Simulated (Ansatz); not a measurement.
# Saddle-point search of GeH$_{6}$S

System: GeH$_{6}$S.
Method: RKS PBE0-D4/def2-TZVP (Ansatz 0.2.0).

The geometry is a guess of a transition state. The reaction was set up to form Ge1–H7 and S2–H6 and to break Ge1–S2 and H6–H7 (atoms counted from 1 in the order of the input); sticks are drawn by distance alone. Figures and captions count atoms from 1; the log counts them from 0 in places.

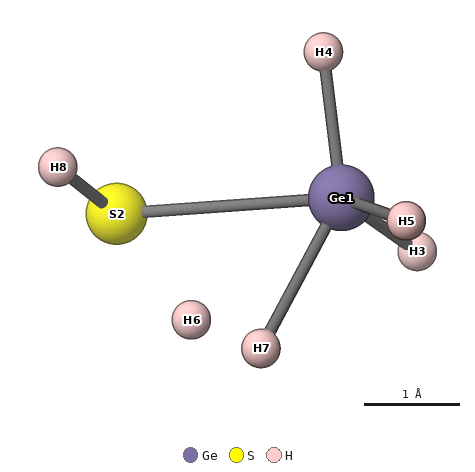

The input geometry (ball-and-stick view, seen at a tilt; atoms are numbered from 1 in the order of the input). Sticks mark near contacts. Bond lengths as drawn: Ge–H 1.53 to 1.84 Å, Ge–S 2.65 Å and H–S 1.35 Å.

**Results in brief**

| quantity | value |
| --- | --- |
| outcome | converged |
| total energy | −67438.0774 eV |
| mean-field energy | −67437.9626 eV |
| dispersion energy | −0.1148 eV |
| largest force (length of the vector) at the end | under 0.001 eV/Å |
| dipole moment | 1.75 D |
| hardware | 2 CPU threads, shared host |
| wall time | 65 s (CPU time 2 min) |
| peak memory | 0.27 GiB |

**Remarks**

The order of the saddle point was not checked.

**The input**
```yaml
crystal:
  periodic: [false, false, false]
  atoms:
    - {symbol: Ge, position_ang: [-0.580978, -0.602305, -0.176688]}
    - {symbol: S, position_ang: [1.719431, 0.411352, 0.662921]}
    - {symbol: H, position_ang: [0.031250, -1.490188, -1.262254]}
    - {symbol: H, position_ang: [-0.665941, -1.292757, 1.205972]}
    - {symbol: H, position_ang: [-2.044908, -0.183129, -0.485361]}
    - {symbol: H, position_ang: [0.652643, 0.994850, -0.504438]}
    - {symbol: H, position_ang: [-0.196381, 0.989461, -1.022675]}
    - {symbol: H, position_ang: [1.084984, 1.172815, 1.582523]}
basis:
  gaussian: {orbitals: def2-TZVP}
hamiltonian: {xc: pbe0, dispersion: d4}
saddle:
  f_tol: 0.01
  max_steps: 50
  order_check: false
  mode_guess:
    - [-0.2464, 0.1265, -0.2712]
    - [0.1317, 0.2793, -0.1575]
    - [-0.0192, -0.0325, -0.0101]
    - [0.0657, 0.1827, -0.1028]
    - [-0.2371, -0.1260, -0.0492]
    - [0.4891, -0.1492, 0.4564]
    - [-0.1928, -0.2781, 0.1444]
    - [0.0089, -0.0027, -0.0101]
```

**The program's output**
```
Functional definition: PBE0
  name "PBE0"
  cite "Adamo & Barone, J. Chem. Phys. 110, 6158 (1999) doi:10.1063/1.478522"
  cite "Perdew, Burke & Ernzerhof, Phys. Rev. Lett. 77, 3865 (1996) doi:10.1103/PhysRevLett.77.3865"
  parent pbe
  parameter a = 0.25
  parameter kappa = 0.804
  parameter beta = 0.06672455060314922
  exchange = (1 - a)*pbe_x(kappa = kappa, mu = beta*pi^2/3) + a*exact_x
  correlation = pbe_c(beta = beta)
936 factors; their error is unknown
mean field evaluation 1: about -67436.9238 eV, gradient 2.2e1 eV
mean field evaluation 2: about -67436.7195 eV, gradient 2.6e1 eV
mean field evaluation 4: about -67437.6601 eV, gradient 1.4e0 eV
mean field evaluation 8: about -67437.9587 eV, gradient 1.6e-1 eV
mean field evaluation 16: about -67437.9588 eV, gradient 1.6e-5 eV
mean field -67437.95875236 eV, -2478.2992730591 hartree, gradient 1.6e-5 eV, S^2 0.000000; 0 other end points of the search recorded, 0 dependent functions left out
the calculation of the forces begins
reference -67437.95877961 eV, -2478.2992740603 hartree; 27, 27 occupied and 94, 94 virtual orbitals, 936 factors
these checks for a lower state are left out or cut short: stability, starts, cluster_reference, orbital_swaps, neighbouring_geometries, increment
936 factors; their error is unknown
mean field -67437.95827618 eV, -2478.2992555596 hartree, gradient 2.3e-6 eV, S^2 0.000000; 0 other end points of the search recorded, 0 dependent functions left out
[... from here on the field's lines of each further geometry are left out, up to the last ...]
saddle step   1: F+E_penalty+E_count = -67438.07413131 eV  max|allowed force component| = 1.621e-1 eV/Å  curvature = -13.5770 eV/Å²  mode residual = 2.77e-1 eV/Å²  Δτ_max = 0.0000 Å  (1 rotations, 3 force calls, 66 SCF iters)  cluster: 3 rotations left out, max|force component along them| = 1.594e-7 eV/Å
saddle step   2: F+E_penalty+E_count = -67438.07531357 eV  max|allowed force component| = 9.804e-2 eV/Å  curvature = -13.2430 eV/Å²  mode residual = 2.58e-1 eV/Å²  Δτ_max = 0.0161 Å  (1 rotations, 3 force calls, 72 SCF iters)  cluster: 3 rotations left out, max|force component along them| = 3.000e-8 eV/Å
saddle step   3: F+E_penalty+E_count = -67438.07631234 eV  max|allowed force component| = 2.910e-2 eV/Å  curvature = -13.3560 eV/Å²  mode residual = 1.34e-1 eV/Å²  Δτ_max = 0.0087 Å  (1 rotations, 3 force calls, 71 SCF iters)  cluster: 3 rotations left out, max|force component along them| = 1.855e-8 eV/Å
saddle step   4: F+E_penalty+E_count = -67438.07658647 eV  max|allowed force component| = 2.723e-2 eV/Å  curvature = -13.3412 eV/Å²  mode residual = 1.23e-1 eV/Å²  Δτ_max = 0.0043 Å  (1 rotations, 3 force calls, 64 SCF iters)  cluster: 3 rotations left out, max|force component along them| = 6.350e-8 eV/Å
saddle step   5: F+E_penalty+E_count = -67438.07675066 eV  max|allowed force component| = 1.792e-2 eV/Å  curvature = -13.2682 eV/Å²  mode residual = 1.08e-1 eV/Å²  Δτ_max = 0.0052 Å  (1 rotations, 3 force calls, 65 SCF iters)  cluster: 3 rotations left out, max|force component along them| = 9.822e-8 eV/Å
saddle step   6: F+E_penalty+E_count = -67438.07687714 eV  max|allowed force component| = 1.679e-2 eV/Å  curvature = -13.2217 eV/Å²  mode residual = 1.14e-1 eV/Å²  Δτ_max = 0.0058 Å  (1 rotations, 3 force calls, 64 SCF iters)  cluster: 3 rotations left out, max|force component along them| = 1.410e-7 eV/Å
saddle step   7: F+E_penalty+E_count = -67438.07697318 eV  max|allowed force component| = 1.618e-2 eV/Å  curvature = -13.1450 eV/Å²  mode residual = 8.54e-2 eV/Å²  Δτ_max = 0.0090 Å  (1 rotations, 3 force calls, 70 SCF iters)  cluster: 3 rotations left out, max|force component along them| = 1.994e-8 eV/Å
saddle step   8: F+E_penalty+E_count = -67438.07707935 eV  max|allowed force component| = 1.912e-2 eV/Å  curvature = -13.1331 eV/Å²  mode residual = 7.39e-2 eV/Å²  Δτ_max = 0.0054 Å  (1 rotations, 3 force calls, 64 SCF iters)  cluster: 3 rotations left out, max|force component along them| = 9.372e-8 eV/Å
saddle step   9: F+E_penalty+E_count = -67438.07717938 eV  max|allowed force component| = 1.628e-2 eV/Å  curvature = -13.1376 eV/Å²  mode residual = 6.76e-2 eV/Å²  Δτ_max = 0.0076 Å  (1 rotations, 3 force calls, 70 SCF iters)  cluster: 3 rotations left out, max|force component along them| = 2.531e-8 eV/Å
saddle step  10: F+E_penalty+E_count = -67438.07729561 eV  max|allowed force component| = 2.018e-2 eV/Å  curvature = -13.1269 eV/Å²  mode residual = 8.68e-2 eV/Å²  Δτ_max = 0.0119 Å  (1 rotations, 3 force calls, 70 SCF iters)  cluster: 3 rotations left out, max|force component along them| = 2.242e-8 eV/Å
saddle step  11: F+E_penalty+E_count = -67438.07735464 eV  max|allowed force component| = 8.727e-3 eV/Å  curvature = -13.1164 eV/Å²  mode residual = 6.61e-2 eV/Å²  Δτ_max = 0.0116 Å  (1 rotations, 9 force calls, 189 SCF iters)  cluster: 3 rotations left out, max|force component along them| = 2.825e-8 eV/Å
the calculation of the forces begins
reference -67437.96272154 eV, -2478.2994189237 hartree; 27, 27 occupied and 94, 94 virtual orbitals, 936 factors
936 factors; their error is unknown
mean field evaluation 320: about -67437.9625 eV, gradient 2.3e-3 eV
mean field -67437.96254873 eV, -2478.2994125731 hartree, gradient 7.7e-5 eV, S^2 0.000000; 1 other end points of the search recorded, 0 dependent functions left out
the calculation of the forces begins
reference -67437.96257602 eV, -2478.2994135760 hartree; 27, 27 occupied and 94, 94 virtual orbitals, 936 factors
saddle step  12: F+E_penalty+E_count = -67438.07736758 eV  max|allowed force component| = 1.562e-4 eV/Å  curvature = -13.0447 eV/Å² (error put at 0.0070; -13.0508 at half of saddle.amplitude)  mode residual = 6.34e-2 eV/Å²  Δτ_max = 0.0017 Å  (0 rotations, 5 force calls, 90 SCF iters)  cluster: 3 rotations left out, max|force component along them| = 2.158e-7 eV/Å
```

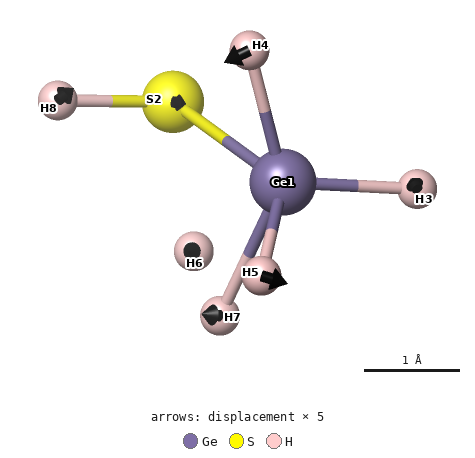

The starting structure with the displacements as black arrows, magnified 5 times (ball-and-stick view, seen at a tilt). The two geometries are laid on each other by the best rigid fit. The atom that moves furthest after the best rigid fit is H4 (0.060 Å). By element the largest moves are H 0.060 Å, S 0.031 Å, Ge 0.005 Å. Distances before and after: S2–H8 1.352 → 1.343 Å, Ge1–H7 1.843 → 1.835 Å, Ge1–H4 1.548 → 1.543 Å, Ge1–S2 2.650 → 2.646 Å. Among the angles that change: H4–Ge1–H7 143.8° → 140.8°, S2–Ge1–H5 141.0° → 143.2°. (Atoms are counted from 1 in the order of the input.)

```
Total energy: -67438.07739487 eV, -2478.3036330909 hartree
Atom 0 at    -0.580680    -0.597927    -0.179473 Å, force    -0.000156    -0.000134    -0.000016 eV/Å
Atom 1 at     1.730819     0.395477     0.638932 Å, force     0.000031     0.000016     0.000001 eV/Å
Atom 2 at     0.060701    -1.486233    -1.242958 Å, force     0.000020     0.000017    -0.000011 eV/Å
Atom 3 at    -0.679262    -1.236220     1.221315 Å, force    -0.000014     0.000055    -0.000048 eV/Å
Atom 4 at    -2.042763    -0.214717    -0.534234 Å, force     0.000027    -0.000028     0.000026 eV/Å
Atom 5 at     0.619708     0.992379    -0.490402 Å, force     0.000020     0.000036     0.000033 eV/Å
Atom 6 at    -0.224119     1.010161    -0.988259 Å, force     0.000038     0.000004     0.000022 eV/Å
Atom 7 at     1.115694     1.137179     1.575079 Å, force     0.000034     0.000034    -0.000007 eV/Å
Dipole moment:    -0.359697    -0.033661    -0.039614 e Å
```
